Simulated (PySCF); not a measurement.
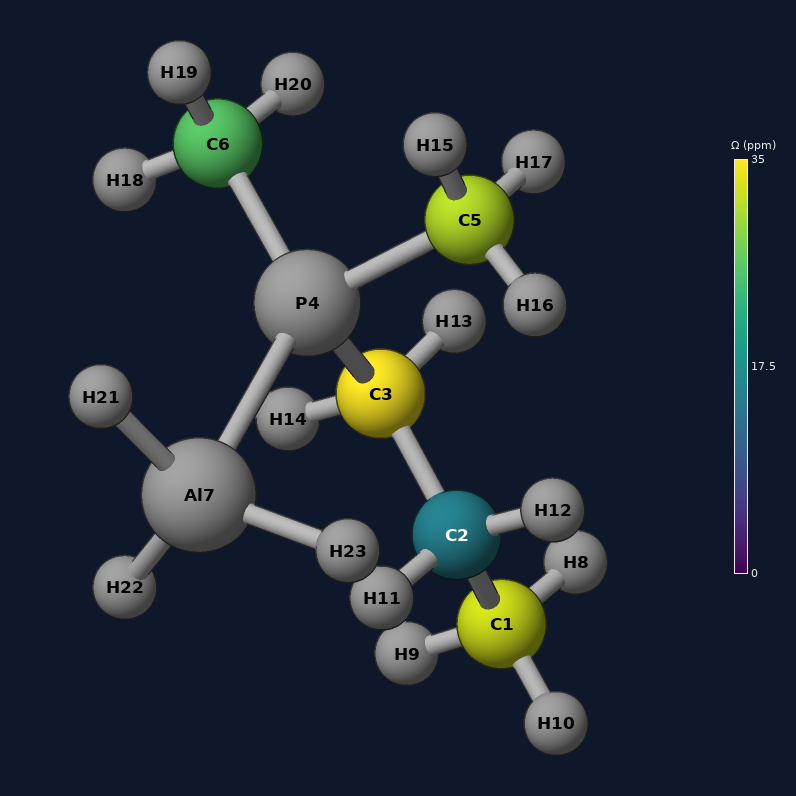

The C atoms are coloured by the span of their shielding tensor. The geometry was computed by an optimisation with GFN2-xTB. No frequency run is at hand to confirm it as a minimum. Method: GIAO PBE0/pcSseg-1 NMR shielding, non-relativistic, gas phase (PySCF 2.14.0). Principal shieldings σ11 ≤ σ22 ≤ σ33, span Ω = σ33 − σ11, skew κ = 3(σiso − σ22)/Ω.

Give the shielding tensors of the C atoms.

```tsv
atom	σ11	σ22	σ33	σiso	Ω	κ
C1	155.7	160.9	188.4	168.4	32.7	0.68
C2	154.0	165.4	169.2	162.9	15.2	−0.50
C3	134.5	146.1	169.4	150.0	34.9	0.33
C5	158.4	168.6	189.7	172.2	31.3	0.35
C6	163.0	165.4	188.8	172.4	25.9	0.81
```

Shieldings and span in ppm.

The geometry is semi-empirical. Around Al, P such bond lengths and angles can be off by a tenth of an ångström or more and by several degrees, and values that hang on the shape move with them.
